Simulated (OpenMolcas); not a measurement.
# singlet C2H6B−: levels of theory compared

Wanted: a comparison of 6 runs (HF/def2-SVPD, B2PLYP/def2-SVPD, M06-2X/def2-SVPD, M06-L/def2-SVPD, PBE0/def2-SVPD, r2SCAN/def2-SVPD) of singlet C2H6B−. 

Program for the calculation: OpenMolcas 26.06.

1 further run of the same task is left out (set aside as unsound or not needed).

### Step 1. Starting point

C2H6B−: 9 atoms, total charge -1, spin state singlet. As SMILES of the parent species, `[BH]CC`. Geometry: relaxed at PBE0-D4/def2-TZVP. This is one conformer, not always the lowest. That shape belongs to the parent species and isn't relaxed for this state.

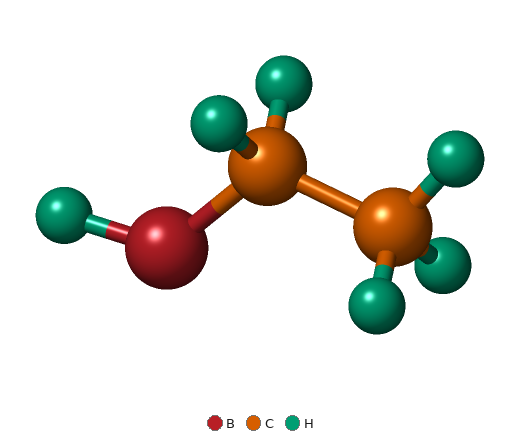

The structure, seen from a chosen angle (boron red, carbon orange, hydrogen teal).

### Step 2. The energy at HF/def2-SVPD (run 1)

File test.inp:

```
&GATEWAY
 BasLib
 $CurrDir
 Coord
 9
 bohr
 B     -2.67452938     0.97755532    -1.17843321
 C      0.14645377     0.65554599    -0.56805167
 C      0.95374478    -1.38233466     1.30126541
 H     -3.61995936     2.47024999    -2.58949171
 H      1.09736396     0.39873221    -2.40599930
 H      0.80993662     2.53450068     0.04629829
 H      3.00145200    -1.41011363     1.56620501
 H      0.37284296    -3.25221866     0.65025476
 H      0.07974644    -1.07903362     3.14563811
 Basis
 def2-SVPD
 Group
 NoSym

&SEWARD

&SCF
 Charge
 -1
 Thresholds
 1e-10 1e-07 1e-07 1e-05
 PrOrbitals
 1 1
```

The basis set def2-SVPD is read from a file made from the Basis Set Exchange's data (not shown).

Started as:

```sh
$ export MOLCAS_MEM=1860
$ pymolcas test.inp > test.log
```

The log of the run:

```text
--- Start Module: gateway ---
[...]
--- Stop Module: gateway /rc=_RC_ALL_IS_WELL_ ---
--- Start Module: seward ---
[...]
      Basis functions          108
--- Stop Module: seward /rc=_RC_ALL_IS_WELL_ ---
[...]
--- Start Module: scf ---
[...]
       Convergence after  17 Iterations
[...]
::    Total SCF energy                               -103.7029812007
[...]
      Total spin, S                                     0.0000000000
[...]
      Total electronic charge=   24.000000
      Total            charge=   -1.000000
[...]
      Dipole Moment (debye):
      Origin of the operator (angstrom)=   -0.1867    0.0219   -0.0485
                   X=  7.4065E+00               Y=  2.1834E-01               Z=  6.7526E-01           Total=  7.4404E+00
      Center of Charge (angstrom)
[...]
--- Stop Module: scf /rc=_RC_ALL_IS_WELL_ ---
[...]
```

Wall time 14 s (1 thread of Intel Xeon 6975P-C (Granite Rapids), shared host); peak memory 0.63 GiB.

### Step 3. A single-point energy at B2PLYP/def2-SVPD (run 2)

File mol.xyz:

```xyz
9

B     -1.415300     0.517300    -0.623600
C      0.077500     0.346900    -0.300600
C      0.504700    -0.731500     0.688600
H     -1.915600     1.307200    -1.370300
H      0.580700     0.211000    -1.273200
H      0.428600     1.341200     0.024500
H      1.588300    -0.746200     0.828800
H      0.197300    -1.721000     0.344100
H      0.042200    -0.571000     1.664600
```

File test.inp:

```
&GATEWAY
 BASLIB = $CurrDir
 COORD = mol.xyz
 BASIS = def2-SVPD
 GROUP = NoSym

&SEWARD
 GRIDINPUT
 Grid=UltraFine
 End of Grid

&SCF
 CHARGE = -1
 KSDFT = B2PLYP_SCF
 THRESHOLDS = 1e-10 1e-07 1e-07 1e-05
 PRORBITALS = 1 1

&MBPT2
 FROZEN = 3
```

The basis set def2-SVPD is read from a file made from the Basis Set Exchange's data (not shown).

Started as:

```sh
$ export MOLCAS_MEM=1860
$ pymolcas test.inp > test.log
```

The log of the run:

```text
--- Start Module: gateway ---
[...]
--- Stop Module: gateway /rc=_RC_ALL_IS_WELL_ ---
[...]
      Basis functions          108
[...]
--- Start Module: scf ---
[...]
       Convergence after  18 Iterations
[...]
::    Total KS-DFT energy                            -104.2222704306
[...]
      Total spin, S                                     0.0000000000
[...]
      Total electronic charge=   24.000000
      Total            charge=   -1.000000
[...]
      Dipole Moment (debye):
      Origin of the operator (angstrom)=   -0.1867    0.0219   -0.0485
                   X=  6.7171E+00               Y=  2.5266E-01               Z=  5.6489E-01           Total=  6.7456E+00
      Center of Charge (angstrom)
[...]
--- Stop Module: scf /rc=_RC_ALL_IS_WELL_ ---
[...]
--- Start Module: mbpt2 ---
[...]
 ###    WARNING: MP2 implementation intended for RHF references only         ###
 ###############################################################################
MBPT2 WARNING: Reference function according to RunFile:KS-DFT
I'll assume you know what you're doing and continue
WARNING!
Default frozen orbitals as non valence orbitals is overwritten by user input.
Default values:   3
[...]
       Reference weight ( Cref**2 )         =        0.79052
::    Total MBPT2 energy                             -104.7251914201
[...]
      Total MBPT2 calculations                           0.39      0.45
--- Stop Module: mbpt2 /rc=_RC_ALL_IS_WELL_ ---
[...]
```

Wall time 53 s (1 thread of Intel Xeon 6975P-C (Granite Rapids), shared host); peak memory 0.63 GiB.

Runs 3 to 5 aren't shown in full; the table further down has their settings and results.

### Step 4. A single-point energy at r2SCAN/def2-SVPD (run 6)

File geom.xyz:

```xyz
9

B     -1.415300     0.517300    -0.623600
C      0.077500     0.346900    -0.300600
C      0.504700    -0.731500     0.688600
H     -1.915600     1.307200    -1.370300
H      0.580700     0.211000    -1.273200
H      0.428600     1.341200     0.024500
H      1.588300    -0.746200     0.828800
H      0.197300    -1.721000     0.344100
H      0.042200    -0.571000     1.664600
```

File calc.input:

```
&gateway
 baslib=$CurrDir
 coord=geom.xyz
 basis=def2-SVPD
 group=NoSym

&seward
 gridinput
 Grid=UltraFine
 End of Grid

&scf
 charge=-1
 ksdft=2
 1.0 MGGA_X_R2SCAN
 1.0 MGGA_C_R2SCAN
 thresholds=1e-10 1e-07 1e-07 1e-05
 prorbitals=1
```

The basis set def2-SVPD is read from a file made from the Basis Set Exchange's data (not shown).

Started as:

```sh
$ export MOLCAS_MEM=1860
$ pymolcas calc.input > calc.log
```

The log of the run:

```text
--- Start Module: gateway ---
[...]
--- Stop Module: gateway /rc=_RC_ALL_IS_WELL_ ---
--- Start Module: seward ---
[...]
      Basis functions          108
--- Stop Module: seward /rc=_RC_ALL_IS_WELL_ ---
[...]
--- Start Module: scf ---
[...]
       Convergence after  20 Iterations
[...]
::    Total KS-DFT energy                            -104.4117443882
[...]
      Total spin, S                                     0.0000000000
[...]
      Total electronic charge=   24.000000
      Total            charge=   -1.000000
[...]
      Dipole Moment (debye):
      Origin of the operator (angstrom)=   -0.1867    0.0219   -0.0485
                   X=  6.4155E+00               Y=  3.6528E-01               Z=  4.3158E-01           Total=  6.4404E+00
      Center of Charge (angstrom)
[...]
--- Stop Module: scf /rc=_RC_ALL_IS_WELL_ ---
[...]
```

It took 72 s on 1 thread of Intel Xeon 6975P-C (Granite Rapids), shared host; peak memory 0.63 GiB.

### Step 5. All runs side by side

| run | level | frozen core orbitals | integration grid | energy (Eh) | HOMO energy (eV) | LUMO energy (eV) | HOMO–LUMO gap (eV) | wall time |
| --- | --- | --- | --- | --- | --- | --- | --- | --- |
| 1 | HF/def2-SVPD | – | – | -103.702981 | 0.27 | 6.67 | 6.40 | 14 s |
| 2 | B2PLYP/def2-SVPD | 3 | UltraFine | -104.358059 | 1.30 | 5.44 | 4.14 | 53 s |
| 3 | M06-2X/def2-SVPD | – | UltraFine | -104.426024 | 1.07 | 5.23 | 4.17 | 65 s |
| 4 | M06-L/def2-SVPD | – | UltraFine | -104.468970 | 2.70 | 4.17 | 1.47 | 71 s |
| 5 | PBE0/def2-SVPD | – | UltraFine | -104.349953 | 1.87 | 4.45 | 2.58 | 47 s |
| 6 | r2SCAN/def2-SVPD | – | UltraFine | -104.411744 | 2.54 | 3.77 | 1.22 | 72 s |

### Step 6. Results

```
                                                    quantity          value
                                         run 6: total energy  -104.41174 Eh
                                          run 6: HOMO energy        2.54 eV
                                          run 6: LUMO energy        3.77 eV
run 6: HOMO–LUMO gap (to an unbound level, set by the basis)        1.22 eV
```

What this shows: The HOMO–LUMO gap runs from 1.22 eV (r2SCAN/def2-SVPD) to 6.40 eV (HF/def2-SVPD). Exact exchange widens orbital gaps. The empty levels of an anion lie above zero and hang on the basis. For B2PLYP the log adds the whole second-order term; the table takes 0.27 of it, as the functional is defined. Totals of different functionals can't be ranked against each other. In runs 1, 2, 3, 4, 5, 6 the HOMO lies above zero, so the outermost electron may be held by the basis alone. All runs together took 5.3 min, the longest 72 s.
